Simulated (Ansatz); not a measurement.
C3H13N3OZr (SMILES C[NH][Zr]([OH])([NH]C)[NH]C)

The calculation's input:

```
crystal:
  periodic: [false, false, false]
  atoms:
    - {symbol: C, position_ang: [-2.132869, -2.028675, -1.051984]}
    - {symbol: N, position_ang: [-1.773975, -0.747856, -0.482912]}
    - {symbol: Zr, position_ang: [0.118931, -0.049464, -0.151037]}
    - {symbol: O, position_ang: [1.339514, -0.501884, -1.596435]}
    - {symbol: N, position_ang: [-0.043493, 1.971318, 0.117762]}
    - {symbol: C, position_ang: [-0.080652, 2.982744, -0.916097]}
    - {symbol: N, position_ang: [0.706472, -0.825855, 1.647474]}
    - {symbol: C, position_ang: [2.057207, -0.880767, 2.162684]}
    - {symbol: H, position_ang: [-2.787827, -2.612740, -0.392183]}
    - {symbol: H, position_ang: [-1.234547, -2.632936, -1.217058]}
    - {symbol: H, position_ang: [-2.635351, -1.938133, -2.023983]}
    - {symbol: H, position_ang: [-2.587556, -0.162724, -0.346726]}
    - {symbol: H, position_ang: [1.953308, -0.756089, -2.276812]}
    - {symbol: H, position_ang: [-0.009488, 2.386031, 1.039613]}
    - {symbol: H, position_ang: [-0.085183, 2.511373, -1.904449]}
    - {symbol: H, position_ang: [0.789327, 3.651956, -0.889602]}
    - {symbol: H, position_ang: [-0.982092, 3.607044, -0.860813]}
    - {symbol: H, position_ang: [0.059306, -1.312840, 2.253129]}
    - {symbol: H, position_ang: [2.156231, -0.382676, 3.136086]}
    - {symbol: H, position_ang: [2.743012, -0.370370, 1.478143]}
    - {symbol: H, position_ang: [2.429725, -1.907458, 2.275180]}
basis:
  gaussian: {orbitals: def2-TZVPP}
hamiltonian: {xc: pbe0, dispersion: d4}
output: {orbitals: {seedname: orbitals}}
```

Command:

```sh
ansatz run in.yaml --threads 4 --pin off --events-out ev --progress --plain --max-ram 66560MiB --backend cuda --devices 0, --max-vram 37GiB
```

Geometry: PBE0-D4/def2-TZVP; core potentials replace the inner electrons of Zr.

All numbers below come from RKS PBE0-D4/def2-TZVPP (Ansatz).

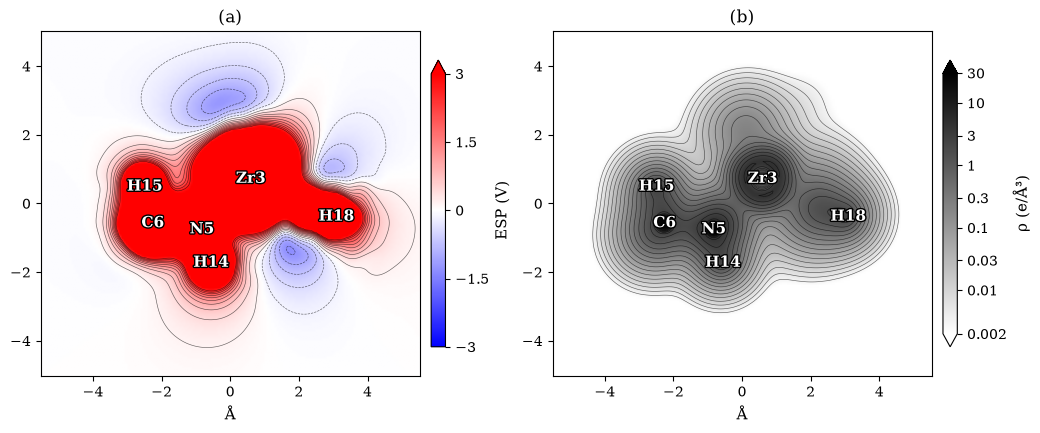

Figure 1. (a) molecular electrostatic potential; (b) electron density on the plane of atoms Zr3, N5 and C6.

> What does the map show?

The plane passes through Zr, N, C and H nuclei.
C–N (1.45 Å): ρ at the midpoint is about 1.9 e/Å³.
Zr–N (2.05 Å): ρ at the midpoint is about 0.83 e/Å³.
N–H (1.01 Å): ρ at the midpoint is about 2.9 e/Å³.
C–H (1.10 Å): ρ at the midpoint is about 2 e/Å³.
Outside the dense part of the molecule the potential is most negative (−1.3 V) near N5 and N7, which lies off the plane.

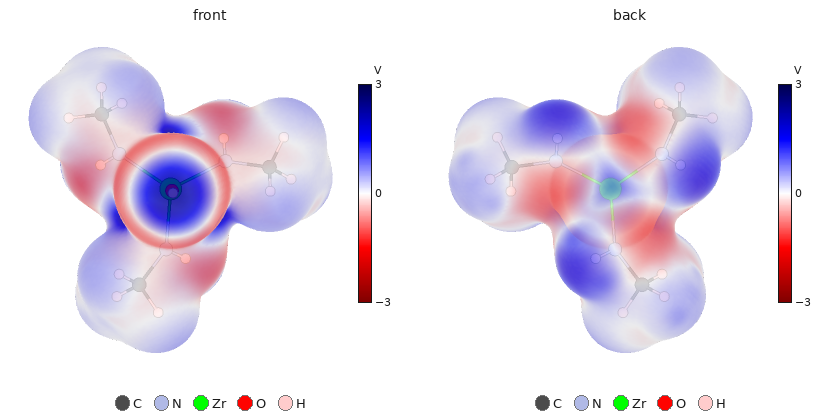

Figure 2. The electrostatic potential painted on the density surface at 0.002 e/bohr³, seen from the front and from behind; red is negative and blue positive.

> Describe the electrostatic potential map.

The most negative region (about −0.9 V) lies over N2, O4, N5 and N7, the most positive (about +2.1 V) over H13.

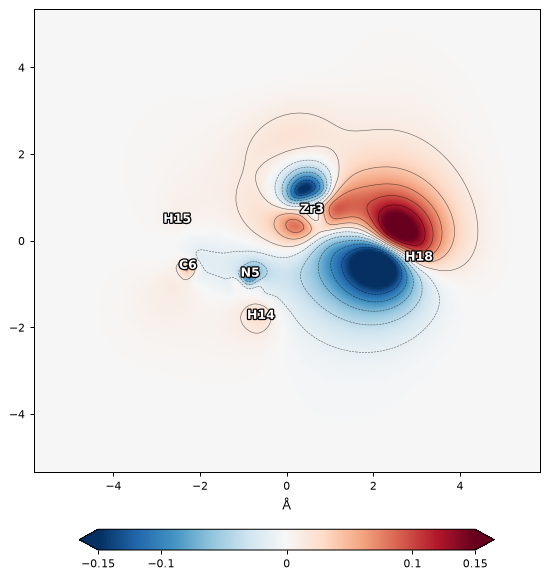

Figure 3. The HOMO on the plane of atoms Zr3, N5 and C6 (values in Å⁻³ᐟ²; the overall sign is arbitrary).

> Where does this orbital lie, and at what energy?

It lies mainly on N2 (about 20 %), N5 (about 20 %), N7 (about 20 %) and Zr3 (about 10 %). Its energy is −6.14 eV.
